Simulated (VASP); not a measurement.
Band structure of CoO (relaxed from the CsCl type structure, space group Pm-3m). These are PBEsol GGA, VASP's PBE PAW potentials (set 64) (plane waves; VASP) values and carry that method's errors.

The moments were started parallel, and other spin orders were not tried in this run.

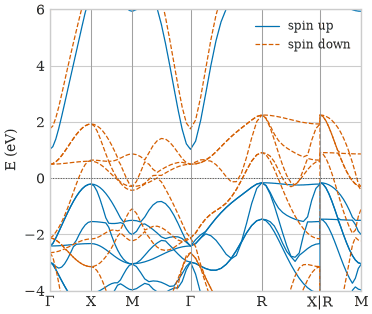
Bands along high-symmetry lines, zero at the valence-band maximum or, without a gap, the Fermi level

Question: Read the plot: is there a gap, and where are the band edges?

Answer: It has no gap at this level: it comes out as a metal or semimetal. (Edges off the drawn lines would not show.)

The structure was generated: CoO was put into the CsCl type type (Pm-3m), which need not be its known phase. It was relaxed first, which changed the volume by +9 %.
